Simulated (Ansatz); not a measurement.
CH$_{3}$AlS: single-point calculation

CH$_{3}$AlS, computed with RKS BLYP-d3bj/def2-TZVPP (Ansatz 0.2.0).

Some settings of this run were made unusual or wrong on purpose. The geometry comes from this level: PBE0-D4/def2-TZVP. Figures and captions count atoms from 1; the log counts them from 0 in places.

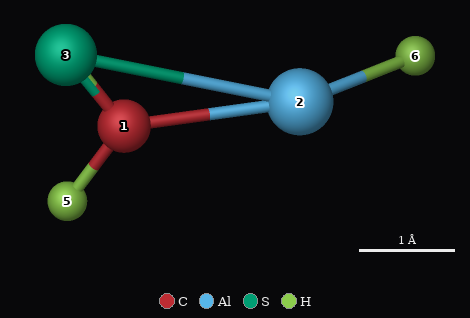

Figure 1. The structure as given in the input (ball-and-stick view, seen at a tilt; atoms are numbered from 1 in the order of the input). Sticks mark near contacts.

**Outcome**

- outcome: converged
- total energy: −15146.8194 eV
- mean-field energy: −15146.5569 eV
- dispersion energy: −0.2625 eV
- SCF solution under orbital rotations: stable
- largest force (length of the vector): 84969.957 eV/Å
- dipole moment: 1.64 D
- hardware: 2 threads of Arm Neoverse V1, 23 GiB of memory available, shared host
- wall time: 30 s (CPU time 59 s)
- peak memory: 0.47 GiB

**Diagnosis**

The input was spoiled on purpose: two atoms are placed far too close. The program still converged, but the numbers can't be taken as results for the intended system.

**Input file**
```yaml
crystal:
  periodic: [false, false, false]
  atoms:
    - {symbol: C, position_ang: [-0.232493, -0.185651, -0.764286]}
    - {symbol: Al, position_ang: [0.239766, 0.501582, 0.957014]}
    - {symbol: S, position_ang: [-1.204360, -0.440929, -1.033998]}
    - {symbol: H, position_ang: [-1.254360, -0.440929, -1.033998]}
    - {symbol: H, position_ang: [0.382441, -0.029699, -1.647268]}
    - {symbol: H, position_ang: [0.377894, 1.602579, 2.064003]}
basis:
  gaussian: {orbitals: def2-TZVPP}
hamiltonian: {xc: {name: BLYP}, dispersion: d3bj}
accuracy: high
output: {forces: true}
```

Launch command:
```bash
ansatz run in.yaml --threads 2 --pin off --events-out ev --progress --plain --max-ram 4352MiB
```

**The program's output**
```
Functional definition: BLYP
  name "BLYP"
  cite "Becke, Phys. Rev. A 38, 3098 (1988) doi:10.1103/PhysRevA.38.3098"
  cite "Lee, Yang & Parr, Phys. Rev. B 37, 785 (1988) doi:10.1103/PhysRevB.37.785"
  parameter beta = 0.0042
  parameter a = 0.04918
  parameter b = 0.132
  parameter c = 0.2533
  parameter d = 0.349
  exchange = b88_x(beta = beta)
  correlation = lyp_c(a = a, b = b, c = c, d = d)
2314 factors; integrals over basis functions are off by at most 3.5e-9 eV
mean field evaluation 1: about -15094.5825 eV, gradient 1.9e2 eV
mean field evaluation 2: about -14639.9578 eV, gradient 3.1e2 eV
mean field evaluation 4: about -15077.2781 eV, gradient 1.2e2 eV
mean field evaluation 8: about -15146.3842 eV, gradient 6.0e-1 eV
mean field evaluation 16: about -15145.6075 eV, gradient 7.2e0 eV
mean field -15146.55681145 eV, -556.6256961159 hartree, gradient 7.7e-8 eV, S^2 0.000000; 2 other end points of the search recorded, 0 dependent functions left out
the calculation of the forces begins
reference -15146.55685717 eV, -556.6256977961 hartree; 19, 19 occupied and 138, 138 virtual orbitals, 2314 factors
Total energy: -15146.81935204 eV, -556.6353443045 hartree
Atom 0 at    -0.232493    -0.185651    -0.764286 Å, force   111.944966    31.815685    29.023805 eV/Å
Atom 1 at     0.239766     0.501582     0.957014 Å, force     1.478382    -0.981353     1.073581 eV/Å
Atom 2 at    -1.204360    -0.440929    -1.033998 Å, force 84853.242419   -25.945477   -26.388604 eV/Å
Atom 3 at    -1.254360    -0.440929    -1.033998 Å, force -84969.956861    -5.702859    -4.083989 eV/Å
Atom 4 at     0.382441    -0.029699    -1.647268 Å, force     3.442037     0.214331     0.511070 eV/Å
Atom 5 at     0.377894     1.602579     2.064003 Å, force    -0.150942     0.599673    -0.135863 eV/Å
Dipole moment:    -0.045279     0.152794    -0.301904 e Å
```
